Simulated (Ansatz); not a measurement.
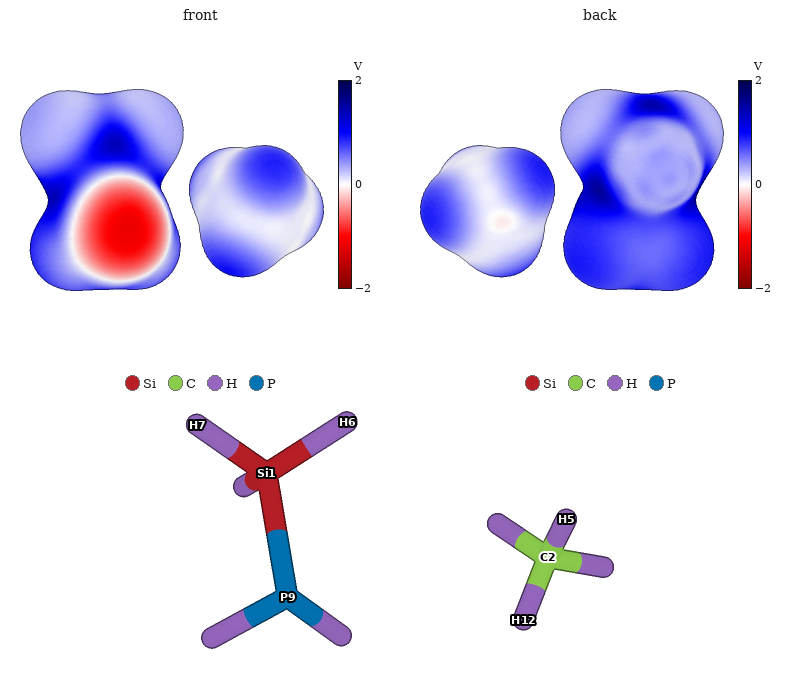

H₅PSi···CH₄. The molecular electrostatic potential painted on the density surface at 0.004 e/bohr³, seen from the front and from behind; the colour scale runs from red (negative) to blue (positive). The bare structure is drawn below in the same view.

Theory: RKS B3LYP/6-31G* (Ansatz).

```xyz
12

Si   -0.7908    0.3134   -1.0736
C     0.3055   -0.3063    3.6637
H     0.7324   -0.6690    4.6024
H     0.6976   -0.9006    2.8336
H     0.5766    0.7430    3.5220
H     0.3012    0.9920   -0.3279
H    -0.7815    0.7976   -2.4791
H    -0.5357   -1.1527   -1.0705
P    -2.7746    0.9182   -0.1298
H    -3.5489   -0.0617   -0.8169
H    -2.6150    0.1101    1.0334
H    -0.7830   -0.4010    3.7001
```

> Where is the surface potential most negative and most positive?

The most negative region (about −1.1 V, or −25 kcal/mol for a unit charge) lies over P9, the most positive (about +1.5 V, or +35 kcal/mol for a unit charge) over Si1.
